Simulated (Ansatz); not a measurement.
**BNH3F3 (SMILES [NH3+][B-](F)(F)F) at B3LYP/6-31G(d) (Cartesian functions)**

Aim: the energy change on altering one bond length of BNH3F3 at B3LYP/6-31G* (Cartesian functions), from 2 runs. 

Program for the calculation: Ansatz 0.2.0.

83 further runs of the same task are left out: 83 set aside as unsound or not needed.

### Step 1. The molecule

BNH3F3 has 8 atoms, charge 0, and is taken as a singlet. As SMILES, `[NH3+][B-](F)(F)F`. The coordinates come from a PBE0-D4/def2-TZVP relaxation.

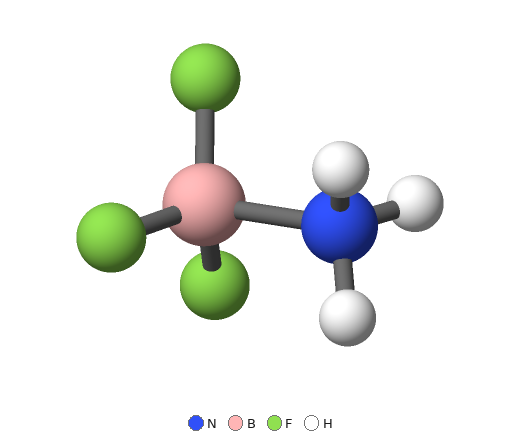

Viewed from a chosen angle; nitrogen blue, boron pink, fluorine green, hydrogen white.

### Step 2. The energy at B3LYP/6-31G(d) (Cartesian functions)

Input file input.yaml:

```yaml
crystal:
  periodic: [false, false, false]
  atoms:
    - symbol: "N"
      position_ang: [-0.501800, -0.052400, 0.645700]
    - symbol: B
      position_ang: [0.531500, 0.038700, -0.668100]
    - symbol: F
      position_ang: [1.521100, -0.860400, -0.378100]
    - symbol: F
      position_ang: [-0.251400, -0.312100, -1.733900]
    - symbol: F
      position_ang: [0.943600, 1.343300, -0.679400]
    - symbol: H
      position_ang: [-1.280300, 0.587300, 0.522000]
    - symbol: H
      position_ang: [-0.006300, 0.194600, 1.496700]
    - symbol: H
      position_ang: [-0.864300, -0.996100, 0.739300]
basis:
  gaussian: {orbitals: "6-31G*"}
hamiltonian: {xc: {name: B3LYP}}
accuracy: high
output: {orbitals: {seedname: orbitals}}
```

Started as:

```bash
ansatz run input.yaml --threads 1 --pin off --max-ram 3480MiB --events-out events.jsonl --progress --plain --runs-dir runs
```

The program printed:

```text
Warning: RAYON_NUM_THREADS=1 ignored (pool sized by the plan → 1); use --threads N
Functional definition: B3LYP
  name "B3LYP"
  parameter a0 = 0.2
  parameter ax = 0.72
  parameter ac = 0.81
  exchange = (1 - a0 - ax)*slater_x + ax*b88_x + a0*exact_x
  correlation = (1 - ac)*vwn_rpa_c + ac*lyp_c
1811 factors; integrals over basis functions are off by at most 2.6e-9 eV
mean field evaluation 1: about -10365.6475 eV, gradient 5.9e1 eV
mean field evaluation 2: about -10362.6387 eV, gradient 7.4e1 eV
mean field evaluation 4: about -10371.1424 eV, gradient 1.0e0 eV
mean field evaluation 8: about -10371.2425 eV, gradient 1.0e-1 eV
mean field evaluation 16: about -10371.2425 eV, gradient 2.2e-6 eV
mean field -10371.24251960 eV, -381.1361327147 hartree, gradient 4.5e-8 eV, S^2 0.000000; 0 other end points of the search recorded, 0 dependent functions left out
reference -10371.24254827 eV, -381.1361337683 hartree; 21, 21 occupied and 60, 60 virtual orbitals, 1811 factors
Total energy: -10371.24254827 eV, -381.1361337683 hartree
```

Run time: 6.9 s. Hardware: 1 thread of Arm Neoverse V1, shared host; peak memory 0.25 GiB.

### Step 3. The distorted shape

Input file run.yaml:

```yaml
crystal:
  periodic: [false, false, false]
  atoms:
    - {symbol: "N", position_ang: [-0.898177, -0.249988, -0.035060]}
    - {symbol: B, position_ang: [0.135123, -0.158888, -1.348860]}
    - {symbol: F, position_ang: [1.124723, -1.057988, -1.058860]}
    - {symbol: F, position_ang: [-0.647777, -0.509688, -2.414660]}
    - {symbol: F, position_ang: [0.547223, 1.145712, -1.360160]}
    - {symbol: H, position_ang: [-1.676677, 0.389712, -0.158760]}
    - {symbol: H, position_ang: [-0.006300, 0.194600, 1.496700]}
    - {symbol: H, position_ang: [-1.260677, -1.193688, 0.058540]}
basis:
  gaussian: {orbitals: "6-31G*"}
hamiltonian: {xc: {name: B3LYP}}
accuracy: high
output: {orbitals: {seedname: orbitals}}
```

Started as:

```bash
ansatz run run.yaml --threads 1 --pin off --max-ram 3480MiB --events-out events.jsonl --progress --plain --runs-dir runs
```

The program printed:

```text
Warning: RAYON_NUM_THREADS=1 ignored (pool sized by the plan → 1); use --threads N
Functional definition: B3LYP
  name "B3LYP"
  parameter a0 = 0.2
  parameter ax = 0.72
  parameter ac = 0.81
  exchange = (1 - a0 - ax)*slater_x + ax*b88_x + a0*exact_x
  correlation = (1 - ac)*vwn_rpa_c + ac*lyp_c
1818 factors; integrals over basis functions are off by at most 2.8e-9 eV
mean field evaluation 1: about -10359.3523 eV, gradient 6.4e1 eV
mean field evaluation 2: about -10344.0437 eV, gradient 9.8e1 eV
mean field evaluation 4: about -10367.3257 eV, gradient 7.2e0 eV
mean field evaluation 8: about -10367.4979 eV, gradient 8.7e-1 eV
mean field evaluation 16: about -10367.4999 eV, gradient 8.2e-5 eV
mean field -10367.49993381 eV, -380.9985952235 hartree, gradient 7.4e-8 eV, S^2 0.000000; 0 other end points of the search recorded, 0 dependent functions left out
reference -10367.49996477 eV, -380.9985963614 hartree; 21, 21 occupied and 60, 60 virtual orbitals, 1818 factors
Total energy: -10367.49996477 eV, -380.9985963614 hartree
```

Wall time 6.9 s (1 thread of Arm Neoverse V1, shared host); peak memory 0.25 GiB.

### Step 4. Outcome

At B3LYP/6-31G* (Cartesian functions):

| quantity | value |
| --- | --- |
| first shape: total energy | -381.13613 Eh |
| first shape: HOMO energy | -9.08 eV |
| first shape: LUMO energy | 0.64 eV |
| first shape: HOMO–LUMO gap | 9.72 eV |
| distorted shape: total energy | -380.99860 Eh |
| distorted shape: HOMO energy | -9.03 eV |
| distorted shape: LUMO energy | -4.67 eV |
| distorted shape: HOMO–LUMO gap | 4.36 eV |
| energy change with the N1–H7 bond stretched from 1.015 to 1.827 Å | 3.743 eV |

**Reading.** With the N1–H7 bond stretched from 1.015 to 1.827 Å the energy rises by 3.74 eV (86 kcal/mol). The first shape isn't relaxed at this level, so the change isn't measured from a minimum.
